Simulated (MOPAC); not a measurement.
# Geometry relaxation of C₂H₁₀OSi₂ (charge +1) (part 1 of 2)

System: C₂H₁₀OSi₂, charge +1, multiplicity 2.
Method: PM6-DH+, unrestricted, dispersion DH+ (MOPAC 23.2.5).

The starting geometry was optimised with PM6-DH+.

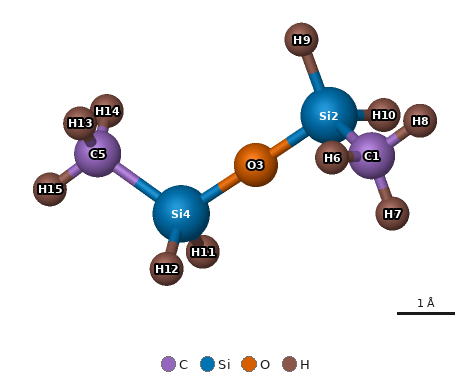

The input geometry (ball-and-stick view, seen at a tilt; atoms are numbered from 1 in the order of the input).

Input (mol.mop):
```
PM6-DH+ CHARGE=1 DISP CYCLES=300 GNORM=0.05 THREADS=1 AUX(PRECISION=6)
C2H10OSi2 charge 1

C -2.808096 1 0.227432 1 -0.299694 1
Si -1.294964 1 -0.616774 1 -0.935435 1
O 0.102082 1 0.108027 1 -0.418916 1
Si 1.484125 1 0.822102 1 0.150196 1
C 2.644746 1 -0.390325 1 0.917801 1
H -2.866905 1 0.227384 1 0.799566 1
H -2.875703 1 1.277505 1 -0.624077 1
H -3.704025 1 -0.296216 1 -0.680677 1
H -1.240466 1 -1.994006 1 -0.462551 1
H -1.261614 1 -0.580897 1 -2.391640 1
H 2.108289 1 1.476436 1 -0.992232 1
H 1.058254 1 1.813172 1 1.129887 1
H 2.203615 1 -0.917133 1 1.777860 1
H 2.982843 1 -1.161595 1 0.208409 1
H 3.542080 1 0.144249 1 1.279860 1
```

Machine: 1 thread of Arm Neoverse N1, 90 GiB of memory available, shared host.

Launched with:
```bash
mopac mol.mop
```

What the program printed:
```
MOPAC v23.2.5
PM6-DH+ CALCULATION RESULTS

 *  PM6-DH+    - CORRECT DISPERSION AND HYDROGEN BOND TERMS USING PM6-DH+
 *
 *
 *
 *                 CHARGE ON SYSTEM = +1
 *
 *
 *
 *  THREADS=1  - MULTI-THREADING NOT USED
 *  CYCLES=    - DO A MAXIMUM OF 300 STEPS
 *  GNORM      - EXIT WHEN GRADIENT NORM DROPS BELOW 0.050
 *  AUX        - OUTPUT AUXILIARY INFORMATION
 *  DISP       - PRINT DISPERSION AND HYDROGEN BOND ENERGIES
PM6-DH+ CHARGE=1 DISP CYCLES=300 GNORM=0.05 THREADS=1 AUX(PRECISION=6)
 C2H10OSi2 charge 1

   ATOM   CHEMICAL          X               Y               Z
  NUMBER   SYMBOL      (ANGSTROMS)     (ANGSTROMS)     (ANGSTROMS)

     1       C         -2.80809600  *   0.22743200  *  -0.29969400  *
     2      Si         -1.29496400  *  -0.61677400  *  -0.93543500  *
     3       O          0.10208200  *   0.10802700  *  -0.41891600  *
     4      Si          1.48412500  *   0.82210200  *   0.15019600  *
     5       C          2.64474600  *  -0.39032500  *   0.91780100  *
     6       H         -2.86690500  *   0.22738400  *   0.79956600  *
     7       H         -2.87570300  *   1.27750500  *  -0.62407700  *
     8       H         -3.70402500  *  -0.29621600  *  -0.68067700  *
     9       H         -1.24046600  *  -1.99400600  *  -0.46255100  *
    10       H         -1.26161400  *  -0.58089700  *  -2.39164000  *
    11       H          2.10828900  *   1.47643600  *  -0.99223200  *
    12       H          1.05825400  *   1.81317200  *   1.12988700  *
    13       H          2.20361500  *  -0.91713300  *   1.77786000  *
    14       H          2.98284300  *  -1.16159500  *   0.20840900  *
    15       H          3.54208000  *   0.14424900  *   1.27986000  *

          CARTESIAN COORDINATES

    NO.       ATOM           X           Y           Z

     1         C         -2.8081      0.2274     -0.2997
     2        Si         -1.2950     -0.6168     -0.9354
     3         O          0.1021      0.1080     -0.4189
     4        Si          1.4841      0.8221      0.1502
     5         C          2.6447     -0.3903      0.9178
     6         H         -2.8669      0.2274      0.7996
     7         H         -2.8757      1.2775     -0.6241
     8         H         -3.7040     -0.2962     -0.6807
     9         H         -1.2405     -1.9940     -0.4626
    10         H         -1.2616     -0.5809     -2.3916
    11         H          2.1083      1.4764     -0.9922
    12         H          1.0583      1.8132      1.1299
    13         H          2.2036     -0.9171      1.7779
    14         H          2.9828     -1.1616      0.2084
    15         H          3.5421      0.1442      1.2799

 "Third-Generation Hydrogen-Bonding Corrections for Semiempirical QM Methods and Force Fields"

           Empirical Formula: C2 H10 O Si2  =    15 atoms

      MOLECULAR POINT GROUP   :   C2

          UHF CALCULATION, NO. OF ALPHA ELECTRONS =   16
                           NO. OF BETA  ELECTRONS =   15

          Geometry optimization using EF

          *********************************************
          *                                           *
          *                 WARNING                   *
          *                                           *
          *********************************************

          Dispersion parameters missing for Silicon

          *********************************************
          *                                           *
          *              END OF WARNING               *
          *                                           *
          *********************************************

          DIAGONAL MATRIX USED AS START HESSIAN
```

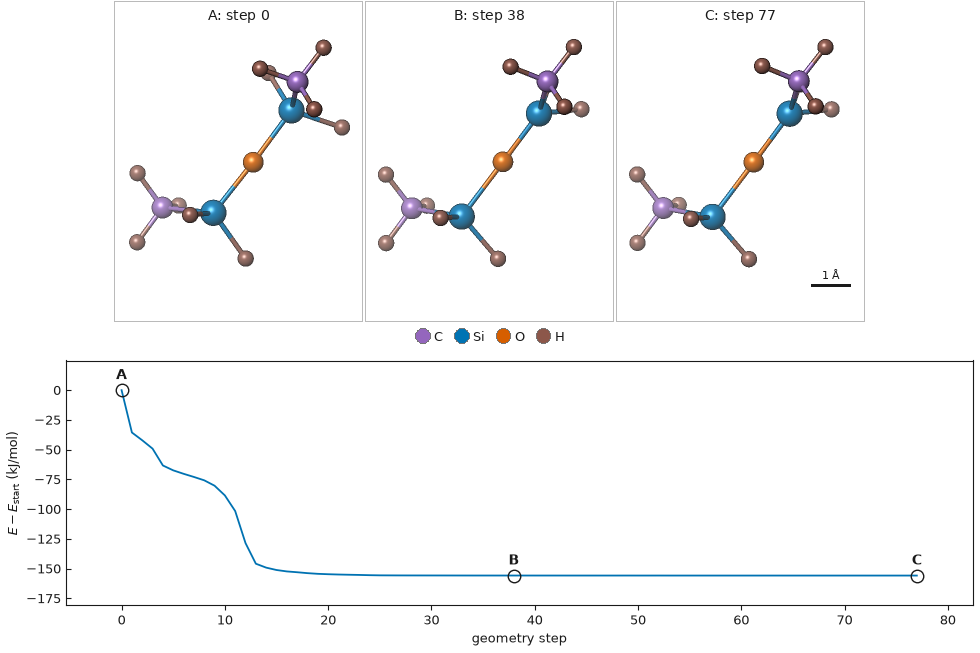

Frames of the relaxation (ball-and-stick view, seen at a tilt) above the curves, on which the letters mark them (steps are counted from 0).

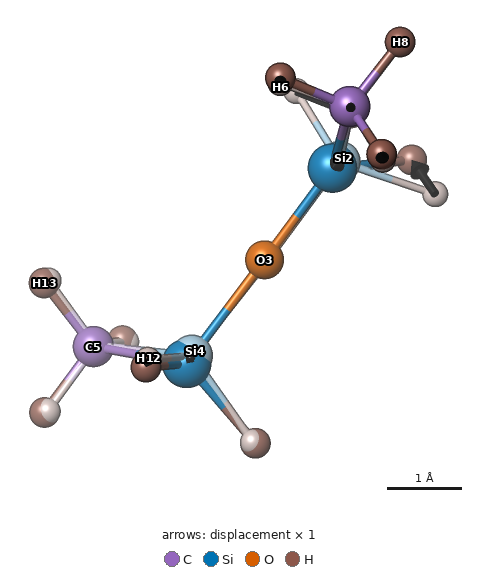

Start (faint) and end (solid) with the displacements as black arrows, at true length (ball-and-stick view, seen at a tilt). The two geometries are laid on each other by the best rigid fit. The energy falls by 155.8 kJ/mol in 77 geometry steps. Largest force component: 3 eV/Å at the start, 0.00089 eV/Å at the end. The atom that moves furthest after the best rigid fit is H9 (0.83 Å). By element the largest moves are H 0.83 Å, Si 0.25 Å, C 0.09 Å, O 0.08 Å. Distances before and after: Si2–H10 1.457 → 1.566 Å, O3–Si4 1.656 → 1.762 Å, Si2–O3 1.656 → 1.561 Å, C1–Si2 1.846 → 1.779 Å. Among the angles that change: H9–Si2–H10 110.3° → 39.7°, C1–Si2–O3 112.6° → 123.5°, C1–Si2–H9 110.6° → 120.4°. (Atoms are counted from 1 in the order of the input.)

```
 CYCLE:     1 TIME:   0.047 TIME LEFT:  2.00D  GRAD.:   145.728 HEAT:  102.7513
 CYCLE:     2 TIME:   0.016 TIME LEFT:  2.00D  GRAD.:    94.832 HEAT:  94.24325
 CYCLE:     3 TIME:   0.008 TIME LEFT:  2.00D  GRAD.:   107.377 HEAT:  92.68167
 CYCLE:     4 TIME:   0.008 TIME LEFT:  2.00D  GRAD.:   104.768 HEAT:  91.00237
 CYCLE:     5 TIME:   0.016 TIME LEFT:  2.00D  GRAD.:    54.259 HEAT:  87.61995
 CYCLE:     6 TIME:   0.008 TIME LEFT:  2.00D  GRAD.:    41.350 HEAT:  86.64185
 CYCLE:     7 TIME:   0.016 TIME LEFT:  2.00D  GRAD.:    25.798 HEAT:  85.95143
 CYCLE:     8 TIME:   0.008 TIME LEFT:  2.00D  GRAD.:    19.661 HEAT:  85.31765
 CYCLE:     9 TIME:   0.008 TIME LEFT:  2.00D  GRAD.:    18.601 HEAT:  84.64173
 CYCLE:    10 TIME:   0.008 TIME LEFT:  2.00D  GRAD.:    21.121 HEAT:  83.56226
 CYCLE:    11 TIME:   0.016 TIME LEFT:  2.00D  GRAD.:    33.304 HEAT:  81.60860
 CYCLE:    12 TIME:   0.008 TIME LEFT:  2.00D  GRAD.:    75.862 HEAT:  78.46463
 CYCLE:    13 TIME:   0.008 TIME LEFT:  2.00D  GRAD.:    57.895 HEAT:  72.02516
 CYCLE:    14 TIME:   0.016 TIME LEFT:  2.00D  GRAD.:    51.627 HEAT:  67.88890
 CYCLE:    15 TIME:   0.047 TIME LEFT:  2.00D  GRAD.:    28.953 HEAT:  67.09982
 CYCLE:    16 TIME:   0.008 TIME LEFT:  2.00D  GRAD.:    18.928 HEAT:  66.62259
 CYCLE:    17 TIME:   0.016 TIME LEFT:  2.00D  GRAD.:    14.487 HEAT:  66.33791
 CYCLE:    18 TIME:   0.008 TIME LEFT:  2.00D  GRAD.:     7.969 HEAT:  66.17431
 CYCLE:    19 TIME:   0.008 TIME LEFT:  2.00D  GRAD.:     9.320 HEAT:  65.99111
 CYCLE:    20 TIME:   0.008 TIME LEFT:  2.00D  GRAD.:    12.337 HEAT:  65.85591
 CYCLE:    21 TIME:   0.008 TIME LEFT:  2.00D  GRAD.:     8.850 HEAT:  65.77615
 CYCLE:    22 TIME:   0.008 TIME LEFT:  2.00D  GRAD.:     5.444 HEAT:  65.71665
 CYCLE:    23 TIME:   0.008 TIME LEFT:  2.00D  GRAD.:     4.738 HEAT:  65.67251
 CYCLE:    24 TIME:   0.008 TIME LEFT:  2.00D  GRAD.:     4.870 HEAT:  65.63354
 CYCLE:    25 TIME:   0.008 TIME LEFT:  2.00D  GRAD.:     5.177 HEAT:  65.58303
 CYCLE:    26 TIME:   0.008 TIME LEFT:  2.00D  GRAD.:     2.816 HEAT:  65.55050
 CYCLE:    27 TIME:   0.008 TIME LEFT:  2.00D  GRAD.:     1.527 HEAT:  65.54190
 CYCLE:    28 TIME:   0.008 TIME LEFT:  2.00D  GRAD.:     1.075 HEAT:  65.53429
 CYCLE:    29 TIME:   0.016 TIME LEFT:  2.00D  GRAD.:     0.927 HEAT:  65.53046
 CYCLE:    30 TIME:   0.008 TIME LEFT:  2.00D  GRAD.:     0.779 HEAT:  65.52845
 CYCLE:    31 TIME:   0.008 TIME LEFT:  2.00D  GRAD.:     0.713 HEAT:  65.52641
 CYCLE:    32 TIME:   0.008 TIME LEFT:  2.00D  GRAD.:     0.794 HEAT:  65.52470
 CYCLE:    33 TIME:   0.008 TIME LEFT:  2.00D  GRAD.:     0.884 HEAT:  65.52169
 CYCLE:    34 TIME:   0.008 TIME LEFT:  2.00D  GRAD.:     0.945 HEAT:  65.51876
 CYCLE:    35 TIME:   0.008 TIME LEFT:  2.00D  GRAD.:     0.701 HEAT:  65.51656
 CYCLE:    36 TIME:   0.008 TIME LEFT:  2.00D  GRAD.:     0.553 HEAT:  65.51526
 CYCLE:    37 TIME:   0.016 TIME LEFT:  2.00D  GRAD.:     0.374 HEAT:  65.51458
 CYCLE:    38 TIME:   0.008 TIME LEFT:  2.00D  GRAD.:     0.322 HEAT:  65.51424
 CYCLE:    39 TIME:   0.000 TIME LEFT:  2.00D  GRAD.:     0.299 HEAT:  65.51399
 CYCLE:    40 TIME:   0.008 TIME LEFT:  2.00D  GRAD.:     0.317 HEAT:  65.51376
 CYCLE:    41 TIME:   0.008 TIME LEFT:  2.00D  GRAD.:     0.353 HEAT:  65.51349
 CYCLE:    42 TIME:   0.016 TIME LEFT:  2.00D  GRAD.:     0.468 HEAT:  65.51297
 CYCLE:    43 TIME:   0.008 TIME LEFT:  2.00D  GRAD.:     0.444 HEAT:  65.51257
 CYCLE:    44 TIME:   0.008 TIME LEFT:  2.00D  GRAD.:     0.476 HEAT:  65.51181
 CYCLE:    45 TIME:   0.008 TIME LEFT:  2.00D  GRAD.:     0.331 HEAT:  65.51151
 CYCLE:    46 TIME:   0.008 TIME LEFT:  2.00D  GRAD.:     0.232 HEAT:  65.51123
 CYCLE:    47 TIME:   0.008 TIME LEFT:  2.00D  GRAD.:     0.245 HEAT:  65.51108
 CYCLE:    48 TIME:   0.008 TIME LEFT:  2.00D  GRAD.:     0.389 HEAT:  65.51091
 CYCLE:    49 TIME:   0.008 TIME LEFT:  2.00D  GRAD.:     0.330 HEAT:  65.51064
 CYCLE:    50 TIME:   0.016 TIME LEFT:  2.00D  GRAD.:     0.505 HEAT:  65.51262
 CYCLE:    51 TIME:   0.008 TIME LEFT:  2.00D  GRAD.:     0.235 HEAT:  65.50993
 CYCLE:    52 TIME:   0.008 TIME LEFT:  2.00D  GRAD.:     0.227 HEAT:  65.50982
 CYCLE:    53 TIME:   0.023 TIME LEFT:  2.00D  GRAD.:     0.859 HEAT:  65.51233
 CYCLE:    54 TIME:   0.008 TIME LEFT:  2.00D  GRAD.:     0.313 HEAT:  65.50913
 CYCLE:    55 TIME:   0.008 TIME LEFT:  2.00D  GRAD.:     0.292 HEAT:  65.50899
 CYCLE:    56 TIME:   0.008 TIME LEFT:  2.00D  GRAD.:     0.369 HEAT:  65.50904
 CYCLE:    57 TIME:   0.008 TIME LEFT:  2.00D  GRAD.:     0.159 HEAT:  65.50829
 CYCLE:    58 TIME:   0.008 TIME LEFT:  2.00D  GRAD.:     0.163 HEAT:  65.50814
 CYCLE:    59 TIME:   0.008 TIME LEFT:  2.00D  GRAD.:     0.176 HEAT:  65.50805
 CYCLE:    60 TIME:   0.016 TIME LEFT:  2.00D  GRAD.:     0.157 HEAT:  65.50800
 CYCLE:    61 TIME:   0.000 TIME LEFT:  2.00D  GRAD.:     0.108 HEAT:  65.50789
 CYCLE:    62 TIME:   0.016 TIME LEFT:  2.00D  GRAD.:     0.137 HEAT:  65.50784
 CYCLE:    63 TIME:   0.008 TIME LEFT:  2.00D  GRAD.:     0.093 HEAT:  65.50781
 CYCLE:    64 TIME:   0.008 TIME LEFT:  2.00D  GRAD.:     0.371 HEAT:  65.50861
 CYCLE:    65 TIME:   0.008 TIME LEFT:  2.00D  GRAD.:     0.068 HEAT:  65.50777
 CYCLE:    66 TIME:   0.008 TIME LEFT:  2.00D  GRAD.:     0.070 HEAT:  65.50777
 CYCLE:    67 TIME:   0.008 TIME LEFT:  2.00D  GRAD.:     0.071 HEAT:  65.50773
 CYCLE:    68 TIME:   0.008 TIME LEFT:  2.00D  GRAD.:     0.061 HEAT:  65.50772
 CYCLE:    69 TIME:   0.008 TIME LEFT:  2.00D  GRAD.:     0.059 HEAT:  65.50769
 CYCLE:    70 TIME:   0.008 TIME LEFT:  2.00D  GRAD.:     0.175 HEAT:  65.50774
 CYCLE:    71 TIME:   0.008 TIME LEFT:  2.00D  GRAD.:     0.074 HEAT:  65.50767
 CYCLE:    72 TIME:   0.008 TIME LEFT:  2.00D  GRAD.:     0.313 HEAT:  65.50831
 CYCLE:    73 TIME:   0.008 TIME LEFT:  2.00D  GRAD.:     0.052 HEAT:  65.50768
 CYCLE:    74 TIME:   0.008 TIME LEFT:  2.00D  GRAD.:     0.083 HEAT:  65.50767
 CYCLE:    75 TIME:   0.008 TIME LEFT:  2.00D  GRAD.:     0.066 HEAT:  65.50767
 CYCLE:    76 TIME:   0.008 TIME LEFT:  2.00D  GRAD.:     0.261 HEAT:  65.50774
 CYCLE:    77 TIME:   0.008 TIME LEFT:  2.00D  GRAD.:     0.059 HEAT:  65.50765
 CYCLE:    78 TIME:   0.008 TIME LEFT:  2.00D  GRAD.:     0.048 HEAT:  65.50765

     GRADIENT =  0.04828 IS LESS THAN CUTOFF =  0.05000

 -------------------------------------------------------------------------------
 PM6-DH+ CHARGE=1 DISP CYCLES=300 GNORM=0.05 THREADS=1 AUX(PRECISION=6)
 C2H10OSi2 charge 1

     GEOMETRY OPTIMISED USING EIGENVECTOR FOLLOWING (EF).
     SCF FIELD WAS ACHIEVED

                              PM6-DH+ CALCULATION

          FINAL HEAT OF FORMATION =         65.50765 KCAL/MOL =     274.08399 KJ/MOL

          TOTAL ENERGY            =     -18757.27938 KCAL/MOL = ELECTRONIC ENERGY + CORE-CORE REPULSION
          ENERGY OF ATOMS         =      18823.26984 KCAL/MOL
                              SUM =         65.99045 KCAL/MOL
          DISPERSION ENERGY       =         -0.48281 KCAL/MOL
                              SUM =         65.50765 KCAL/MOL = FINAL HEAT OF FORMATION

          TOTAL ENERGY            =       -813.39262 EV
          ELECTRONIC ENERGY       =      -2896.75517 EV
          CORE-CORE REPULSION     =       2083.36255 EV
          COSMO AREA              =        160.65 SQUARE ANGSTROMS
          COSMO VOLUME            =        155.47 CUBIC ANGSTROMS

          GRADIENT NORM           =          0.04828          =       0.01247 PER ATOM
          IONIZATION POTENTIAL    =         12.380322 EV
          ALPHA SOMO LUMO (EV)    =        -12.380 -5.402
          BETA  SOMO LUMO (EV)    =        -14.267 -5.309
          NO. OF ALPHA ELECTRONS  =         16
          NO. OF BETA  ELECTRONS  =         15
          MOLECULAR WEIGHT        =        106.2714         POINT GROUP:  C1

          MOLECULAR DIMENSIONS (Angstroms)

            Atom       Atom       Distance
            H    15    H     8     7.60128
            H    12    H     9     4.02808
            H    11    H    13     3.50503

          SCF CALCULATIONS        =         84

          WALL-CLOCK TIME         =      0.797 SECONDS
          COMPUTATION TIME        =      0.799 SECONDS

   ATOM   CHEMICAL          X               Y               Z
  NUMBER   SYMBOL      (ANGSTROMS)     (ANGSTROMS)     (ANGSTROMS)
```
